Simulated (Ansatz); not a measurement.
Br3Ga (SMILES [Br][Ga]([Br])[Br])

Input

```
crystal:
  periodic: [false, false, false]
  atoms:
    - {symbol: Br, position_ang: [-0.066652, 0.548650, 2.183026]}
    - {symbol: Ga, position_ang: [0.013953, -0.015076, -0.005056]}
    - {symbol: Br, position_ang: [0.887098, -2.005237, -0.628407]}
    - {symbol: Br, position_ang: [-0.778798, 1.411364, -1.569863]}
basis:
  gaussian: {orbitals: def2-TZVPP}
hamiltonian: {xc: pbe0, dispersion: d4}
output: {orbitals: {seedname: orbitals}}
```

Command:

```sh
ansatz run in.yaml --threads 4 --pin off --events-out ev --progress --plain --max-ram 10444MiB
```

Geometry: PBE0-D4/def2-TZVP.

These are results of Ansatz, RKS PBE0-D4/def2-TZVPP, not measurements.

Q: Predict the electron density and electron localisation function between the atoms.

A: Ga–Br (2.26 Å): the density is about 0.68 e/Å³ at the midpoint; the ELF peaks at about 0.75 in the valence shell of Br, 1.0 Å from its nucleus, and is about 0.65 at the midpoint.

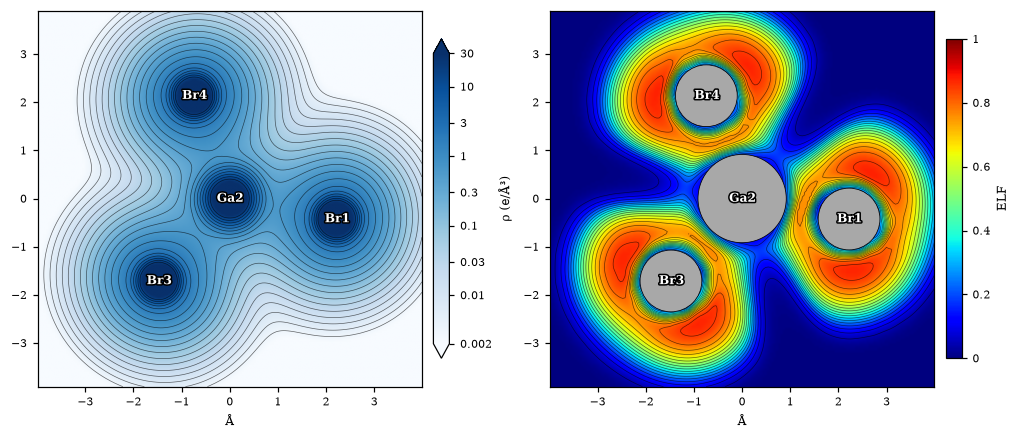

Computed electron density and electron localisation function on the molecular plane, in this order. Grey discs cover the atomic cores in the ELF map. 
